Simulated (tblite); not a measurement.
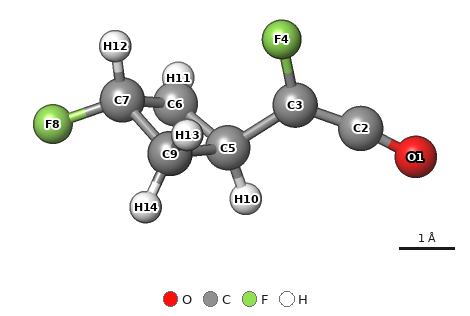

**Figure 1.** The structure (ball-and-stick view, seen at a tilt; atoms are numbered from 1 in the order of the input). Bond lengths as drawn: C–C 1.30 to 1.55 Å, C–F 1.36 to 1.38 Å, C–H 1.07 to 1.10 Å and C–O 1.17 Å.

## C6H5F2O: frequency calculation

System: C6H5F2O, multiplicity 2.
Method: GFN2-xTB harmonic vibrations, gas phase (tblite 0.8.0).

It belongs to a series of runs on one base structure; here: H removed from sp3 C.

Output:
```
mode    cm-1     km/mol
  1      39.0      0.18
  2      51.6      3.12
  3     132.1      1.47
  4     148.0      6.17
  5     204.1      7.32
  6     271.7     25.85
  7     324.8     19.85
  8     361.6      4.67
  9     365.7      0.51
 10     450.7      5.87
 11     556.4     14.08
 12     580.5      6.02
 13     702.3      7.48
 14     742.3     40.44
 15     906.1     12.16
 16     952.9      5.45
 17     964.3     15.25
 18    1001.5    100.51
 19    1031.5      6.62
 20    1087.9     58.44
 21    1103.0     14.78
 22    1143.6     23.13
 23    1156.6      8.23
 24    1187.4      1.66
 25    1198.7      3.19
 26    1202.9      4.01
 27    1239.7      4.33
 28    1261.1     47.48
 29    1387.0     79.21
 30    1441.9      4.20
 31    2253.1   1458.33
 32    2849.8     13.83
 33    2922.8      9.65
 34    3036.6     14.30
 35    3045.9      9.86
 36    3162.9     14.25
```

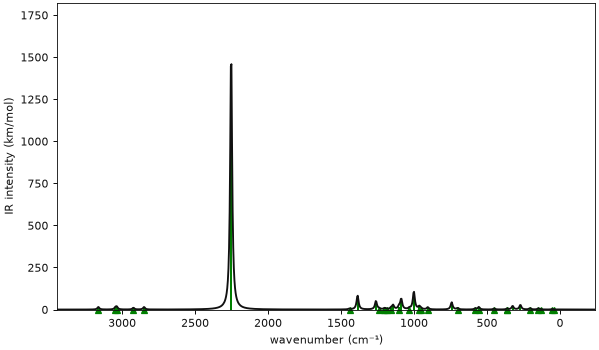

**Figure 2.** Harmonic infrared spectrum, unscaled: sticks (degenerate modes added up, dark ones marked on the axis) with a Lorentzian envelope of 16 cm⁻¹ full width, scaled to the tallest stick. 36 modes from 39 to 3163 cm⁻¹, none imaginary. The strongest line is at 2253 cm⁻¹ (1458 km/mol).

This output came from the following input.

The input:
```
{"job": {"kind": "ir", "xc": "GFN2-xTB", "basis": "xTB"}, "charge": 0, "multiplicity": 2}
O      3.518014    -1.333107    -0.759903
C      2.605375    -0.609455    -0.710478
C      1.500375     0.063122    -0.575726
F      1.420071     1.394220    -0.856760
C      0.192502    -0.578898    -0.137028
C     -0.937362    -0.263778    -1.041187
C     -1.588479     0.634251    -0.059633
F     -2.898231     0.337048     0.264614
C     -0.541232     0.201668     0.983670
H      0.389390    -1.636261     0.057687
H     -1.131868    -0.481371    -2.071261
H     -1.587771     1.704429    -0.313317
H      0.021496     1.009978     1.442283
H     -0.962958    -0.442316     1.749894
```

The first line tells a small driver script what to run in tblite; the rest is the geometry in Å.

Run as:
```bash
OMP_NUM_THREADS=1 python <driver script> task.json out
```

Results in brief:

```tsv
quantity	value
outcome	converged
total energy	−783.1031 eV
zero-point energy	57.8520 kcal/mol
hardware	1 CPU thread, shared host
peak memory	0.17 GiB
```
